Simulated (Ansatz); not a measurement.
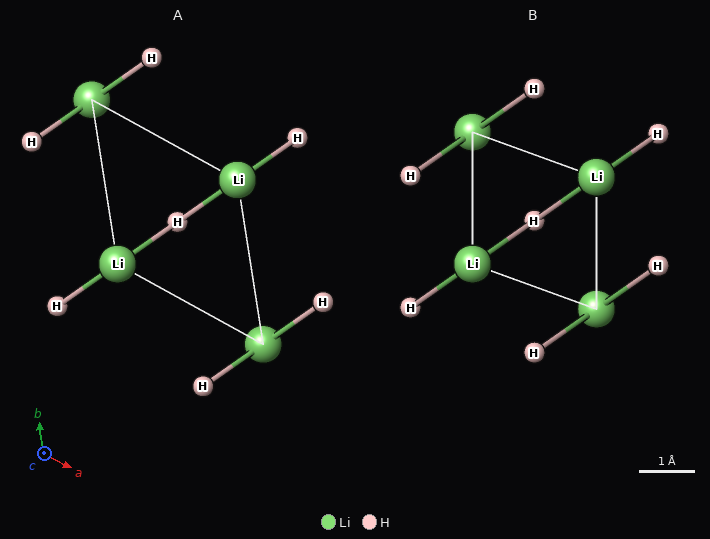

Two geometries of solid Li$_{2}$H (a generated structure, set up in Cmmm) (coarse preliminary run), drawn at one scale. One is the start of a relaxation, the other its converged end. A ball-and-stick model of the cell of the calculation, seen along the c axis.

These are results of Ansatz 0.2.0, DFT PBE, scalar-relativistic, plane waves, PAW, not measurements. (plane-wave cutoff 420 eV; k-point mesh 8 × 8 × 4; occupations gaussian; smearing width 0.1 eV; no spin polarisation; cell and atoms relaxed; force threshold 0.04 eV/Å; at most 70 steps)

> Which of the two is the end point?

Structure A is the relaxed one. The largest moves relative to the cell, 0.43 Å, are those of Li atoms. H stays in place. The volume changes by +21.9 %, with a = b 2.438 → 3.075 Å (+26.1 %), c 5.825 → 5.306 Å (−8.9 %), γ 110.0° → 127.7°. Near-neighbour distances that change, for instance: Li–Li 3.708 → 2.522 Å, Li–Li 2.117 → 2.783 Å, Li–Li 2.438 → 3.075 Å, H–Li 2.323 → 1.851 Å. Bonds break: Li–Li (2.12 → 2.78 Å). The space group stays Cmmm (No. 65). The energy falls by 522 meV per atom in 10 accepted moves (12 points after the start). Largest force component: 2 eV/Å at the start, 0.019 eV/Å at the end. Pressure: 4.15 GPa at the start and 0.18 GPa at the end. At 2 points the geometry stayed and the basis and grid were re-selected for the new cell (energy shift of 6.6 meV per atom at most each time). Cost: 6.8 s on 1 thread of AMD EPYC 9R45 96-Core Processor (Zen 5), on a shared host, peak memory 0.36 GiB.
